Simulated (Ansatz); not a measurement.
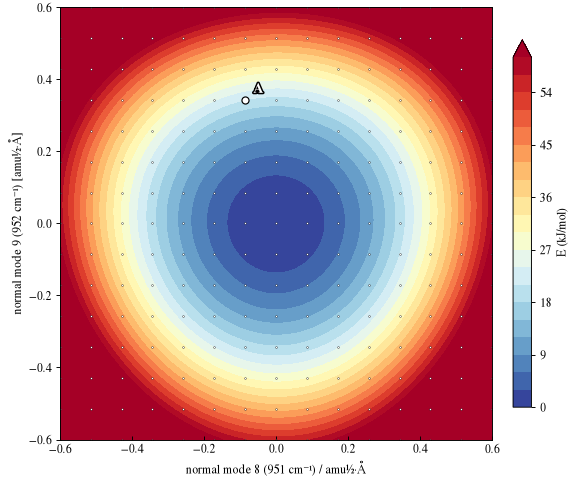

ClH₃SiZn, SMILES [SiH3][Zn][Cl]. First axis: normal mode 8 (951 cm⁻¹). Second axis: normal mode 9 (952 cm⁻¹). Nothing is relaxed (straight displacements along the two mass-weighted modes). Grid: 15 × 15 points. Energies: kJ/mol, counted from the lowest grid point. The calculation used Ansatz, RKS B3LYP-D4/def2-TZVP.

In the figure: filled contours, dots at the grid points, one colour for all values above the top of the scale, the point A. Between grid points the surface is interpolated.

> Which way does the force act at A, and how strong is it?

A, at normal mode 8 (951 cm⁻¹) = −0.086 amu½·Å, normal mode 9 (952 cm⁻¹) = 0.343 amu½·Å, is not a stationary point. The computed force is 26 kJ/mol for each amu½·Å towards larger values of normal mode 8 (951 cm⁻¹) and 119 kJ/mol for each amu½·Å towards smaller values of normal mode 9 (952 cm⁻¹).
